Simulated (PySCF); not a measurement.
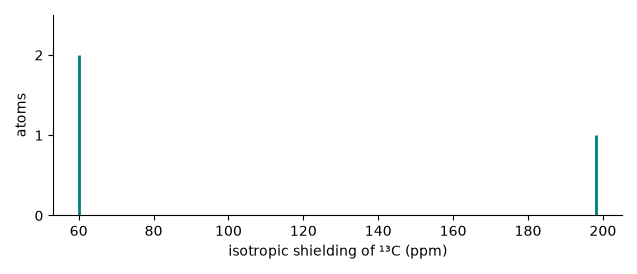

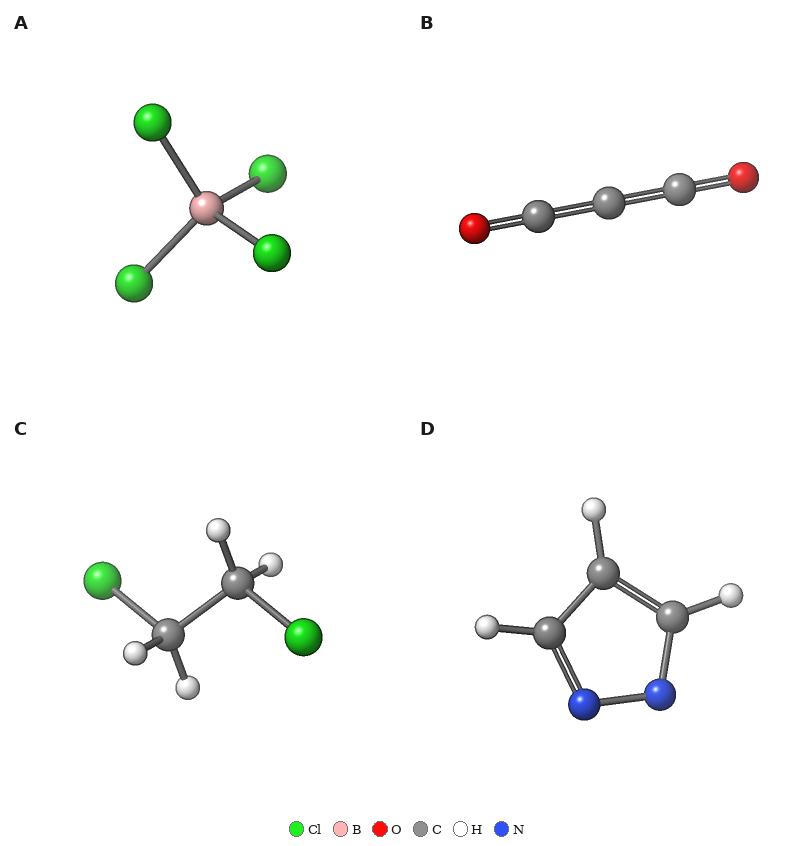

The sticks are computed shieldings of one of the molecules, for one fixed geometry (PBE0-D3(BJ)/def2-SVP) without averaging over rotations. Low shielding means a high chemical shift. Method: GIAO BP86/pcSseg-2 NMR shielding, non-relativistic, gas phase (PySCF 2.14.0).

Question: Match the spectrum to a structure.

Answer: B, `O=C=C=C=O`. Its 3 C atoms give lines at 60.1 (2 atoms), 198.3 ppm.
